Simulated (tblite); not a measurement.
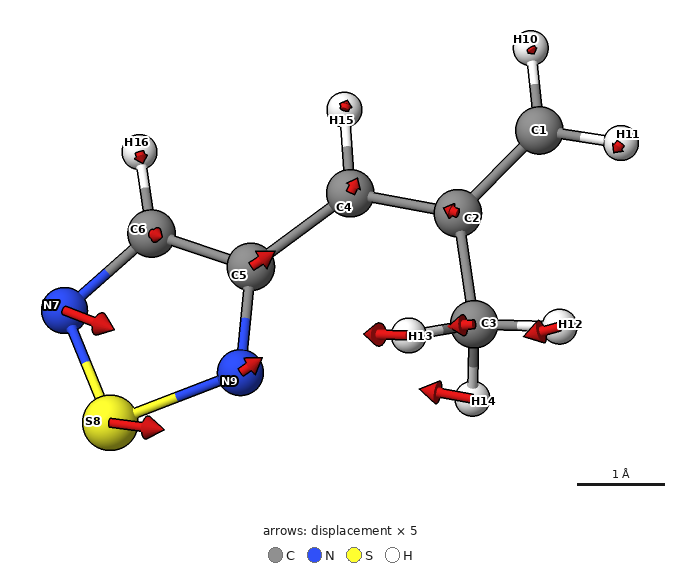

This is a relaxation of C₆H₇N₂S (multiplicity 2). The starting structure is drawn; red arrows show the displacements, 5 times their true length. The two geometries are superimposed by the best rigid fit.

A ball-and-stick model, seen at a tilt.

Theory: GFN2-xTB geometry optimisation, gas phase in tblite 0.8.0. 

### Describe the change and its energy.

The energy falls by 6.64 kcal/mol in 36 geometry steps. N7 moves most after the best rigid fit: 0.15 Å. Largest moves by element: N 0.15 Å, S 0.15 Å, H 0.14 Å, C 0.07 Å. Near-neighbour distances that change, for instance: S8–N9 1.674 → 1.611 Å, C2–C4 1.461 → 1.413 Å, C6–N7 1.341 → 1.299 Å, C4–C5 1.432 → 1.399 Å. Among the angles between lasting bonds that change: C6–N7–S8 104.4° → 108.5°, H12–C3–H13 106.0° → 109.4°, N7–C6–H16 117.1° → 120.3°.
